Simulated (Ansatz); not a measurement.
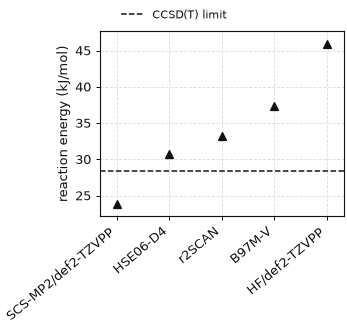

Electronic reaction energy of CdHOF ([OH][Cd][F]) + H₂O (O) → CdH₂O₂ ([OH][Cd][OH]) + HF (F) (SMILES in brackets) at several levels (functionals in def2-TZVPP unless a basis is named), isolated molecules at PBE0-D4 triple-zeta geometries, minima by their frequencies, no zero-point or thermal terms, the Ansatz code. The line is frozen-core CCSD(T) at the basis limit (MP2 extrapolated from triple and quadruple zeta, plus CCSD(T) less MP2 in a smaller set). No dispersion term is added to r2SCAN. The distance of SCS-MP2/def2-TZVPP to the limit includes basis error. Core potentials past Kr.

Which level comes closest to the line (CCSD(T) limit), and which misses most?

Answer. Closest HSE06-D4 (30.7 kJ/mol), against 28.3 kJ/mol; farthest HF/def2-TZVPP (45.9 kJ/mol).

Give the values.

Answer.
| level | kJ/mol | less CCSD(T) limit |
| --- | --- | --- |
| SCS-MP2/def2-TZVPP | 23.9 | −4.5 |
| HSE06-D4 | 30.7 | 2.3 |
| r2SCAN | 33.3 | 4.9 |
| B97M-V | 37.3 | 9.0 |
| HF/def2-TZVPP | 45.9 | 17.6 |
| CCSD(T) limit | 28.3 | 0.0 |

Known limits of this run: outer-core shells are correlated without core-valence functions, which makes the correlated values less sure.
